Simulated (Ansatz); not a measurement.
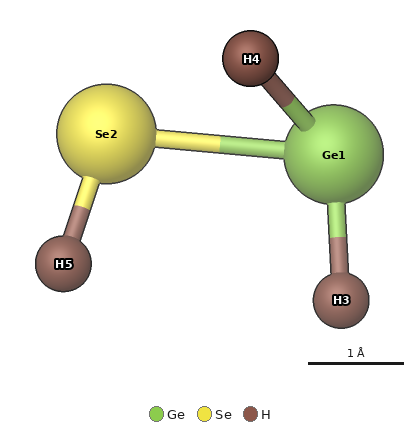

**Figure 1.** The starting structure (ball-and-stick view, seen at a tilt; atoms are numbered from 1 in the order of the input). Sticks mark near contacts. Bond lengths as drawn: Ge–H 1.55 to 1.65 Å, Ge–Se 2.40 Å and H–Se 1.48 Å.

Molecular dynamics of GeH$_{3}$Se (charge +1) (part 1 of 3)

System: GeH$_{3}$Se, charge +1.
Method: UKS PBE0-D4/def2-SVP (Ansatz 0.2.0).

It belongs to a series of runs on one base structure; here: dynamics from the highest image of the converged band. Figures and captions count atoms from 1; the log counts them from 0 in places.

## Input file
```yaml
crystal:
  periodic: [false, false, false]
  atoms:
    - { symbol: Ge, position_ang: [-1.035856, -0.715581, 0.217918] }
    - { symbol: Se, position_ang: [0.192943, 1.258034, -0.379535] }
    - { symbol: H, position_ang: [0.002665, -1.33373, 1.193887] }
    - { symbol: H, position_ang: [-0.661591, -0.25092, -1.319582] }
    - { symbol: H, position_ang: [1.50184, 1.042197, 0.287313] }
total_charge: 1
magnetization:
  spin_polarized: true
basis:
  gaussian: { orbitals: def2-SVP }
hamiltonian:
  xc: pbe0
  dispersion: d4
md:
  timestep: 0.5
  n_steps: 200
  ensemble: nve
  temperature: 100.0
  initial_velocities: maxwell_boltzmann
  seed: 6513
```

Machine: 2 threads of AMD EPYC (Zen 5), 16 GiB of memory available, shared host.

Run as:
```bash
ansatz run input.yaml --threads 2 --pin off --max-ram 3072MiB --backend cpu --events-out ev --progress --plain --runs-dir out
```

## Output
```
Engine: ansatz 0.2.0, x86_64-unknown-linux-gnu
Functional definition: PBE0
  parameter a = 0.25
  parameter kappa = 0.804
  parameter beta = 0.06672455060314922
  exchange = (1 - a)*pbe_x(kappa = kappa, mu = beta*pi^2/3) + a*exact_x
  correlation = pbe_c(beta = beta)
837 factors; integrals over basis functions are off by at most 2.2e-4 eV
mean field evaluation 1: about -121874.5317 eV, gradient 1.8e1 eV
mean field evaluation 2: about -121865.4585 eV, gradient 3.9e1 eV
mean field evaluation 4: about -121876.8166 eV, gradient 2.2e0 eV
mean field evaluation 8: about -121876.8529 eV, gradient 4.5e-2 eV
mean field evaluation 16: about -121876.8529 eV, gradient 3.4e-5 eV
mean field -121876.85289101 eV, -4478.8917326467 hartree, gradient 1.8e-6 eV, S^2 0.000000; 1 other end points of the search recorded, 0 dependent functions left out
the calculation of the forces begins
reference -121876.85291216 eV, -4478.8917334238 hartree; 34, 34 occupied and 45, 45 virtual orbitals, 837 factors
md step     0: t =     0.00 fs  T =   100.0 K  F+E_penalty+E_count = -121876.91912828 eV  E_kin = 0.038778 eV  conserved = -121876.88035028 eV  (57 SCF iters)
these checks for a lower state are left out or cut short: starts, cluster_reference, orbital_swaps, neighbouring_geometries, increment
837 factors; integrals over basis functions are off by at most 2.2e-4 eV
mean field evaluation 32: about -121876.8522 eV, gradient 2.0e-5 eV
mean field -121876.85217346 eV, -4478.8917062770 hartree, gradient 2.7e-6 eV, S^2 0.000000; 0 other end points of the search recorded, 0 dependent functions left out
the calculation of the forces begins
reference -121876.85219461 eV, -4478.8917070545 hartree; 34, 34 occupied and 45, 45 virtual orbitals, 837 factors
md step     1: t =     0.50 fs  T =    98.2 K  F+E_penalty+E_count = -121876.91840750 eV  E_kin = 0.038069 eV  conserved = -121876.88033811 eV  (46 SCF iters)
[... from here on the SCF iterations and repeated set-up lines of each step are left out, up to the last step ...]
md step     2: t =     1.00 fs  T =    92.9 K  F+E_penalty+E_count = -121876.91634716 eV  E_kin = 0.036035 eV  conserved = -121876.88031182 eV  (47 SCF iters)
md step     3: t =     1.50 fs  T =    85.3 K  F+E_penalty+E_count = -121876.91335041 eV  E_kin = 0.033073 eV  conserved = -121876.88027711 eV  (49 SCF iters)
md step     4: t =     2.00 fs  T =    76.6 K  F+E_penalty+E_count = -121876.90995799 eV  E_kin = 0.029718 eV  conserved = -121876.88024028 eV  (47 SCF iters)
md step     5: t =     2.50 fs  T =    68.4 K  F+E_penalty+E_count = -121876.90674776 eV  E_kin = 0.026541 eV  conserved = -121876.88020695 eV  (50 SCF iters)
md step     6: t =     3.00 fs  T =    62.0 K  F+E_penalty+E_count = -121876.90424106 eV  E_kin = 0.024058 eV  conserved = -121876.88018265 eV  (43 SCF iters)
md step     7: t =     3.50 fs  T =    58.4 K  F+E_penalty+E_count = -121876.90282273 eV  E_kin = 0.022652 eV  conserved = -121876.88017028 eV  (44 SCF iters)
md step     8: t =     4.00 fs  T =    58.1 K  F+E_penalty+E_count = -121876.90268916 eV  E_kin = 0.022518 eV  conserved = -121876.88017140 eV  (44 SCF iters)
md step     9: t =     4.50 fs  T =    61.0 K  F+E_penalty+E_count = -121876.90382284 eV  E_kin = 0.023637 eV  conserved = -121876.88018567 eV  (46 SCF iters)
md step    10: t =     5.00 fs  T =    66.5 K  F+E_penalty+E_count = -121876.90599746 eV  E_kin = 0.025786 eV  conserved = -121876.88021097 eV  (45 SCF iters)
md step    11: t =     5.50 fs  T =    73.7 K  F+E_penalty+E_count = -121876.90881324 eV  E_kin = 0.028570 eV  conserved = -121876.88024341 eV  (46 SCF iters)
md step    12: t =     6.00 fs  T =    81.2 K  F+E_penalty+E_count = -121876.91176027 eV  E_kin = 0.031483 eV  conserved = -121876.88027755 eV  (48 SCF iters)
md step    13: t =     6.50 fs  T =    87.7 K  F+E_penalty+E_count = -121876.91430562 eV  E_kin = 0.033999 eV  conserved = -121876.88030706 eV  (48 SCF iters)
md step    14: t =     7.00 fs  T =    92.0 K  F+E_penalty+E_count = -121876.91599455 eV  E_kin = 0.035669 eV  conserved = -121876.88032552 eV  (64 SCF iters)
md step    15: t =     7.50 fs  T =    93.4 K  F+E_penalty+E_count = -121876.91655173 eV  E_kin = 0.036224 eV  conserved = -121876.88032759 eV  (54 SCF iters)
md step    16: t =     8.00 fs  T =    91.9 K  F+E_penalty+E_count = -121876.91596306 eV  E_kin = 0.035653 eV  conserved = -121876.88031032 eV  (54 SCF iters)
md step    17: t =     8.50 fs  T =    88.3 K  F+E_penalty+E_count = -121876.91451692 eV  E_kin = 0.034242 eV  conserved = -121876.88027527 eV  (53 SCF iters)
md step    18: t =     9.00 fs  T =    84.0 K  F+E_penalty+E_count = -121876.91279250 eV  E_kin = 0.032570 eV  conserved = -121876.88022246 eV  (196 SCF iters)
md step    19: t =     9.50 fs  T =    81.0 K  F+E_penalty+E_count = -121876.91159145 eV  E_kin = 0.031421 eV  conserved = -121876.88017030 eV  (116 SCF iters)
md step    20: t =    10.00 fs  T =    81.5 K  F+E_penalty+E_count = -121876.91174601 eV  E_kin = 0.031621 eV  conserved = -121876.88012490 eV  (100 SCF iters)
md step    21: t =    10.50 fs  T =    87.4 K  F+E_penalty+E_count = -121876.91397747 eV  E_kin = 0.033882 eV  conserved = -121876.88009563 eV  (59 SCF iters)
md step    22: t =    11.00 fs  T =    99.7 K  F+E_penalty+E_count = -121876.91875723 eV  E_kin = 0.038670 eV  conserved = -121876.88008675 eV  (58 SCF iters)
md step    23: t =    11.50 fs  T =   119.0 K  F+E_penalty+E_count = -121876.92623528 eV  E_kin = 0.046138 eV  conserved = -121876.88009706 eV  (57 SCF iters)
md step    24: t =    12.00 fs  T =   144.8 K  F+E_penalty+E_count = -121876.93625902 eV  E_kin = 0.056139 eV  conserved = -121876.88012044 eV  (100 SCF iters)
md step    25: t =    12.50 fs  T =   176.2 K  F+E_penalty+E_count = -121876.94847475 eV  E_kin = 0.068328 eV  conserved = -121876.88014686 eV  (99 SCF iters)
md step    26: t =    13.00 fs  T =   212.3 K  F+E_penalty+E_count = -121876.96248122 eV  E_kin = 0.082315 eV  conserved = -121876.88016644 eV  (95 SCF iters)
md step    27: t =    13.50 fs  T =   252.2 K  F+E_penalty+E_count = -121876.97798470 eV  E_kin = 0.097813 eV  conserved = -121876.88017192 eV  (95 SCF iters)
md step    28: t =    14.00 fs  T =   295.9 K  F+E_penalty+E_count = -121876.99491581 eV  E_kin = 0.114756 eV  conserved = -121876.88015952 eV  (92 SCF iters)
md step    29: t =    14.50 fs  T =   343.9 K  F+E_penalty+E_count = -121877.01348740 eV  E_kin = 0.133357 eV  conserved = -121876.88013069 eV  (93 SCF iters)
md step    30: t =    15.00 fs  T =   397.4 K  F+E_penalty+E_count = -121877.03418413 eV  E_kin = 0.154096 eV  conserved = -121876.88008785 eV  (95 SCF iters)
md step    31: t =    15.50 fs  T =   458.2 K  F+E_penalty+E_count = -121877.05771123 eV  E_kin = 0.177672 eV  conserved = -121876.88003885 eV  (94 SCF iters)
md step    32: t =    16.00 fs  T =   528.4 K  F+E_penalty+E_count = -121877.08489973 eV  E_kin = 0.204911 eV  conserved = -121876.87998895 eV  (93 SCF iters)
md step    33: t =    16.50 fs  T =   610.3 K  F+E_penalty+E_count = -121877.11661141 eV  E_kin = 0.236667 eV  conserved = -121876.87994410 eV  (89 SCF iters, 3 dispersion substeps)
md step    34: t =    17.00 fs  T =   705.9 K  F+E_penalty+E_count = -121877.15364179 eV  E_kin = 0.273732 eV  conserved = -121876.87990951 eV  (52 SCF iters, 3 dispersion substeps)
md step    35: t =    17.50 fs  T =   816.8 K  F+E_penalty+E_count = -121877.19663638 eV  E_kin = 0.316747 eV  conserved = -121876.87988933 eV  (44 SCF iters, 3 dispersion substeps)
md step    36: t =    18.00 fs  T =   944.2 K  F+E_penalty+E_count = -121877.24602446 eV  E_kin = 0.366138 eV  conserved = -121876.87988642 eV  (94 SCF iters, 3 dispersion substeps)
md step    37: t =    18.50 fs  T =  1088.4 K  F+E_penalty+E_count = -121877.30197413 eV  E_kin = 0.422072 eV  conserved = -121876.87990223 eV  (94 SCF iters, 3 dispersion substeps)
md step    38: t =    19.00 fs  T =  1249.3 K  F+E_penalty+E_count = -121877.36437209 eV  E_kin = 0.484435 eV  conserved = -121876.87993679 eV  (55 SCF iters, 3 dispersion substeps)
md step    39: t =    19.50 fs  T =  1425.7 K  F+E_penalty+E_count = -121877.43282953 eV  E_kin = 0.552842 eV  conserved = -121876.87998796 eV  (56 SCF iters, 3 dispersion substeps)
md step    40: t =    20.00 fs  T =  1616.0 K  F+E_penalty+E_count = -121877.50671755 eV  E_kin = 0.626665 eV  conserved = -121876.88005240 eV  (52 SCF iters, 3 dispersion substeps)
md step    41: t =    20.50 fs  T =  1818.3 K  F+E_penalty+E_count = -121877.58522998 eV  E_kin = 0.705105 eV  conserved = -121876.88012469 eV  (61 SCF iters, 3 dispersion substeps)
md step    42: t =    21.00 fs  T =  2030.2 K  F+E_penalty+E_count = -121877.66747466 eV  E_kin = 0.787276 eV  conserved = -121876.88019827 eV  (105 SCF iters, 3 dispersion substeps)
md step    43: t =    21.50 fs  T =  2248.8 K  F+E_penalty+E_count = -121877.75246540 eV  E_kin = 0.872049 eV  conserved = -121876.88041596 eV  (122 SCF iters, 3 dispersion substeps)
md step    44: t =    22.00 fs  T =  2470.2 K  F+E_penalty+E_count = -121877.83839438 eV  E_kin = 0.957876 eV  conserved = -121876.88051809 eV  (48 SCF iters, 3 dispersion substeps)
md step    45: t =    22.50 fs  T =  2690.5 K  F+E_penalty+E_count = -121877.92394891 eV  E_kin = 1.043336 eV  conserved = -121876.88061313 eV  (46 SCF iters, 3 dispersion substeps)
md step    46: t =    23.00 fs  T =  2907.4 K  F+E_penalty+E_count = -121878.00811514 eV  E_kin = 1.127413 eV  conserved = -121876.88070236 eV  (46 SCF iters, 3 dispersion substeps)
md step    47: t =    23.50 fs  T =  3118.3 K  F+E_penalty+E_count = -121878.09000143 eV  E_kin = 1.209211 eV  conserved = -121876.88079066 eV  (46 SCF iters, 3 dispersion substeps)
md step    48: t =    24.00 fs  T =  3321.2 K  F+E_penalty+E_count = -121878.16876193 eV  E_kin = 1.287879 eV  conserved = -121876.88088307 eV  (44 SCF iters, 3 dispersion substeps)
md step    49: t =    24.50 fs  T =  3513.7 K  F+E_penalty+E_count = -121878.24350892 eV  E_kin = 1.362525 eV  conserved = -121876.88098350 eV  (47 SCF iters, 3 dispersion substeps)
md step    50: t =    25.00 fs  T =  3693.2 K  F+E_penalty+E_count = -121878.31324782 eV  E_kin = 1.432155 eV  conserved = -121876.88109286 eV  (47 SCF iters, 3 dispersion substeps)
md step    51: t =    25.50 fs  T =  3857.0 K  F+E_penalty+E_count = -121878.37687213 eV  E_kin = 1.495670 eV  conserved = -121876.88120200 eV  (31 SCF iters, 3 dispersion substeps)
md step    52: t =    26.00 fs  T =  4002.1 K  F+E_penalty+E_count = -121878.43325649 eV  E_kin = 1.551953 eV  conserved = -121876.88130322 eV  (43 SCF iters, 3 dispersion substeps)
md step    53: t =    26.50 fs  T =  4126.0 K  F+E_penalty+E_count = -121878.48138379 eV  E_kin = 1.599999 eV  conserved = -121876.88138516 eV  (30 SCF iters, 3 dispersion substeps)
md step    54: t =    27.00 fs  T =  4226.8 K  F+E_penalty+E_count = -121878.52050050 eV  E_kin = 1.639061 eV  conserved = -121876.88144000 eV  (30 SCF iters, 3 dispersion substeps)
md step    55: t =    27.50 fs  T =  4303.4 K  F+E_penalty+E_count = -121878.55023522 eV  E_kin = 1.668771 eV  conserved = -121876.88146462 eV  (30 SCF iters, 3 dispersion substeps)
md step    56: t =    28.00 fs  T =  4356.0 K  F+E_penalty+E_count = -121878.57064568 eV  E_kin = 1.689186 eV  conserved = -121876.88145994 eV  (29 SCF iters, 3 dispersion substeps)
md step    57: t =    28.50 fs  T =  4385.9 K  F+E_penalty+E_count = -121878.58219510 eV  E_kin = 1.700763 eV  conserved = -121876.88143193 eV  (29 SCF iters, 3 dispersion substeps)
md step    58: t =    29.00 fs  T =  4395.0 K  F+E_penalty+E_count = -121878.58566304 eV  E_kin = 1.704274 eV  conserved = -121876.88138872 eV  (29 SCF iters, 3 dispersion substeps)
md step    59: t =    29.50 fs  T =  4385.7 K  F+E_penalty+E_count = -121878.58201803 eV  E_kin = 1.700679 eV  conserved = -121876.88133911 eV  (29 SCF iters, 3 dispersion substeps)
md step    60: t =    30.00 fs  T =  4360.7 K  F+E_penalty+E_count = -121878.57227980 eV  E_kin = 1.690989 eV  conserved = -121876.88129126 eV  (29 SCF iters, 3 dispersion substeps)
md step    61: t =    30.50 fs  T =  4322.4 K  F+E_penalty+E_count = -121878.55739389 eV  E_kin = 1.676143 eV  conserved = -121876.88125074 eV  (29 SCF iters, 3 dispersion substeps)
md step    62: t =    31.00 fs  T =  4272.8 K  F+E_penalty+E_count = -121878.53813583 eV  E_kin = 1.656914 eV  conserved = -121876.88122207 eV  (29 SCF iters, 3 dispersion substeps)
md step    63: t =    31.50 fs  T =  4213.3 K  F+E_penalty+E_count = -121878.51504507 eV  E_kin = 1.633838 eV  conserved = -121876.88120662 eV  (30 SCF iters, 3 dispersion substeps)
md step    64: t =    32.00 fs  T =  4144.6 K  F+E_penalty+E_count = -121878.48840269 eV  E_kin = 1.607199 eV  conserved = -121876.88120332 eV  (30 SCF iters, 3 dispersion substeps)
md step    65: t =    32.50 fs  T =  4066.8 K  F+E_penalty+E_count = -121878.45824643 eV  E_kin = 1.577036 eV  conserved = -121876.88120995 eV  (29 SCF iters, 3 dispersion substeps)
md step    66: t =    33.00 fs  T =  3979.6 K  F+E_penalty+E_count = -121878.42441380 eV  E_kin = 1.543193 eV  conserved = -121876.88122119 eV  (28 SCF iters, 3 dispersion substeps)
md step    67: t =    33.50 fs  T =  3882.1 K  F+E_penalty+E_count = -121878.38662430 eV  E_kin = 1.505394 eV  conserved = -121876.88123035 eV  (29 SCF iters, 3 dispersion substeps)
md step    68: t =    34.00 fs  T =  3773.7 K  F+E_penalty+E_count = -121878.34458674 eV  E_kin = 1.463356 eV  conserved = -121876.88123034 eV  (27 SCF iters, 3 dispersion substeps)
md step    69: t =    34.50 fs  T =  3653.9 K  F+E_penalty+E_count = -121878.29811908 eV  E_kin = 1.416907 eV  conserved = -121876.88121255 eV  (28 SCF iters, 3 dispersion substeps)
md step    70: t =    35.00 fs  T =  3522.9 K  F+E_penalty+E_count = -121878.24728229 eV  E_kin = 1.366113 eV  conserved = -121876.88116964 eV  (29 SCF iters, 3 dispersion substeps)
md step    71: t =    35.50 fs  T =  3381.8 K  F+E_penalty+E_count = -121878.19249871 eV  E_kin = 1.311402 eV  conserved = -121876.88109681 eV  (29 SCF iters, 3 dispersion substeps)
md step    72: t =    36.00 fs  T =  3232.9 K  F+E_penalty+E_count = -121878.13463401 eV  E_kin = 1.253641 eV  conserved = -121876.88099264 eV  (29 SCF iters, 3 dispersion substeps)
md step    73: t =    36.50 fs  T =  3079.5 K  F+E_penalty+E_count = -121878.07502685 eV  E_kin = 1.194167 eV  conserved = -121876.88086004 eV  (29 SCF iters, 3 dispersion substeps)
md step    74: t =    37.00 fs  T =  2926.2 K  F+E_penalty+E_count = -121878.01544175 eV  E_kin = 1.134734 eV  conserved = -121876.88070757 eV  (29 SCF iters, 3 dispersion substeps)
md step    75: t =    37.50 fs  T =  2778.3 K  F+E_penalty+E_count = -121877.95793833 eV  E_kin = 1.077388 eV  conserved = -121876.88055066 eV  (30 SCF iters, 3 dispersion substeps)
md step    76: t =    38.00 fs  T =  2641.4 K  F+E_penalty+E_count = -121877.90466826 eV  E_kin = 1.024265 eV  conserved = -121876.88040325 eV  (30 SCF iters, 3 dispersion substeps)
md step    77: t =    38.50 fs  T =  2520.4 K  F+E_penalty+E_count = -121877.85765243 eV  E_kin = 0.977372 eV  conserved = -121876.88028079 eV  (30 SCF iters, 3 dispersion substeps)
md step    78: t =    39.00 fs  T =  2419.8 K  F+E_penalty+E_count = -121877.81855575 eV  E_kin = 0.938361 eV  conserved = -121876.88019436 eV  (31 SCF iters, 3 dispersion substeps)
md step    79: t =    39.50 fs  T =  2342.5 K  F+E_penalty+E_count = -121877.78852011 eV  E_kin = 0.908370 eV  conserved = -121876.88015024 eV  (30 SCF iters, 3 dispersion substeps)
md step    80: t =    40.00 fs  T =  2289.8 K  F+E_penalty+E_count = -121877.76807613 eV  E_kin = 0.887927 eV  conserved = -121876.88014887 eV  (31 SCF iters, 3 dispersion substeps)
md step    81: t =    40.50 fs  T =  2261.5 K  F+E_penalty+E_count = -121877.75713360 eV  E_kin = 0.876947 eV  conserved = -121876.88018671 eV  (29 SCF iters, 3 dispersion substeps)
md step    82: t =    41.00 fs  T =  2255.9 K  F+E_penalty+E_count = -121877.75503346 eV  E_kin = 0.874775 eV  conserved = -121876.88025802 eV  (37 SCF iters, 3 dispersion substeps)
md step    83: t =    41.50 fs  T =  2270.1 K  F+E_penalty+E_count = -121877.76063685 eV  E_kin = 0.880281 eV  conserved = -121876.88035541 eV  (30 SCF iters, 3 dispersion substeps)
md step    84: t =    42.00 fs  T =  2300.2 K  F+E_penalty+E_count = -121877.77243251 eV  E_kin = 0.891961 eV  conserved = -121876.88047139 eV  (31 SCF iters, 3 dispersion substeps)
md step    85: t =    42.50 fs  T =  2341.7 K  F+E_penalty+E_count = -121877.78865201 eV  E_kin = 0.908055 eV  conserved = -121876.88059717 eV  (30 SCF iters, 3 dispersion substeps)
md step    86: t =    43.00 fs  T =  2389.7 K  F+E_penalty+E_count = -121877.80739855 eV  E_kin = 0.926674 eV  conserved = -121876.88072430 eV  (31 SCF iters, 3 dispersion substeps)
md step    87: t =    43.50 fs  T =  2439.4 K  F+E_penalty+E_count = -121877.82677784 eV  E_kin = 0.945935 eV  conserved = -121876.88084307 eV  (31 SCF iters, 3 dispersion substeps)
md step    88: t =    44.00 fs  T =  2486.2 K  F+E_penalty+E_count = -121877.84502995 eV  E_kin = 0.964084 eV  conserved = -121876.88094643 eV  (31 SCF iters, 3 dispersion substeps)
md step    89: t =    44.50 fs  T =  2526.2 K  F+E_penalty+E_count = -121877.86063740 eV  E_kin = 0.979608 eV  conserved = -121876.88102899 eV  (31 SCF iters, 3 dispersion substeps)
md step    90: t =    45.00 fs  T =  2556.4 K  F+E_penalty+E_count = -121877.87239971 eV  E_kin = 0.991311 eV  conserved = -121876.88108822 eV  (32 SCF iters, 3 dispersion substeps)
md step    91: t =    45.50 fs  T =  2574.5 K  F+E_penalty+E_count = -121877.87946256 eV  E_kin = 0.998337 eV  conserved = -121876.88112510 eV  (31 SCF iters, 3 dispersion substeps)
md step    92: t =    46.00 fs  T =  2579.2 K  F+E_penalty+E_count = -121877.88130420 eV  E_kin = 1.000161 eV  conserved = -121876.88114353 eV  (31 SCF iters, 3 dispersion substeps)
md step    93: t =    46.50 fs  T =  2569.9 K  F+E_penalty+E_count = -121877.87768437 eV  E_kin = 0.996539 eV  conserved = -121876.88114585 eV  (31 SCF iters, 3 dispersion substeps)
md step    94: t =    47.00 fs  T =  2546.4 K  F+E_penalty+E_count = -121877.86858327 eV  E_kin = 0.987446 eV  conserved = -121876.88113744 eV  (32 SCF iters, 3 dispersion substeps)
md step    95: t =    47.50 fs  T =  2509.2 K  F+E_penalty+E_count = -121877.85413533 eV  E_kin = 0.973015 eV  conserved = -121876.88112072 eV  (31 SCF iters, 3 dispersion substeps)
md step    96: t =    48.00 fs  T =  2458.9 K  F+E_penalty+E_count = -121877.83459568 eV  E_kin = 0.953498 eV  conserved = -121876.88109785 eV  (32 SCF iters, 3 dispersion substeps)
md step    97: t =    48.50 fs  T =  2396.4 K  F+E_penalty+E_count = -121877.81032703 eV  E_kin = 0.929264 eV  conserved = -121876.88106317 eV  (33 SCF iters, 3 dispersion substeps)
md step    98: t =    49.00 fs  T =  2323.0 K  F+E_penalty+E_count = -121877.78184061 eV  E_kin = 0.900824 eV  conserved = -121876.88101691 eV  (33 SCF iters, 3 dispersion substeps)
md step    99: t =    49.50 fs  T =  2240.7 K  F+E_penalty+E_count = -121877.74983754 eV  E_kin = 0.868884 eV  conserved = -121876.88095358 eV  (35 SCF iters, 3 dispersion substeps)
md step   100: t =    50.00 fs  T =  2151.7 K  F+E_penalty+E_count = -121877.71527058 eV  E_kin = 0.834399 eV  conserved = -121876.88087194 eV  (34 SCF iters, 3 dispersion substeps)
md step   101: t =    50.50 fs  T =  2059.4 K  F+E_penalty+E_count = -121877.67936099 eV  E_kin = 0.798587 eV  conserved = -121876.88077431 eV  (34 SCF iters, 3 dispersion substeps)
md step   102: t =    51.00 fs  T =  1967.3 K  F+E_penalty+E_count = -121877.64355980 eV  E_kin = 0.762893 eV  conserved = -121876.88066675 eV  (32 SCF iters, 3 dispersion substeps)
md step   103: t =    51.50 fs  T =  1879.6 K  F+E_penalty+E_count = -121877.60944577 eV  E_kin = 0.728888 eV  conserved = -121876.88055770 eV  (34 SCF iters, 3 dispersion substeps)
md step   104: t =    52.00 fs  T =  1800.3 K  F+E_penalty+E_count = -121877.57857738 eV  E_kin = 0.698116 eV  conserved = -121876.88046102 eV  (33 SCF iters, 3 dispersion substeps)
```
